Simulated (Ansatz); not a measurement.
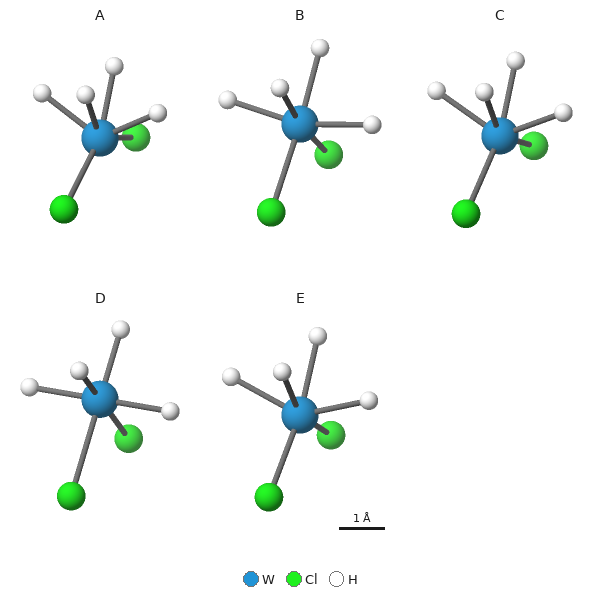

5 geometries from one relaxation of WH4Cl2, in shuffled order. A ball-and-stick model, seen from a free direction.

The run prepares the start of a later molecular dynamics calculation, from a guessed geometry.

All numbers below come from RKS BHLYP/def2-SVP (Ansatz 0.2.0). (no spin polarisation; force threshold 0.02 eV/Å; at most 40 steps)

Question: Order the frames from highest to lowest energy.

Answer: D, B, E, C, A. They are steps 0, 1, 2, 3, 8, at +93.4 kcal/mol, +56.2 kcal/mol, +28.3 kcal/mol, +7.84 kcal/mol relative to the last. Over 8 geometry steps the energy falls by 93.4 kcal/mol. Largest force component: 5.7 eV/Å at the start, 0.012 eV/Å at the end. The largest move after the best rigid fit is that of the W atom, 0.54 Å. Largest moves by element: W 0.54 Å, Cl 0.51 Å, H 0.50 Å. Near-neighbour distances that change, for instance: Cl–W 2.390 → 2.292 Å, H–W 1.720 → 1.655 Å. Bond angles that change, for instance: H–W–H 180.0° → 117.2°, Cl–W–Cl 90.0° → 135.1°, Cl–W–H 180.0° → 143.0°.
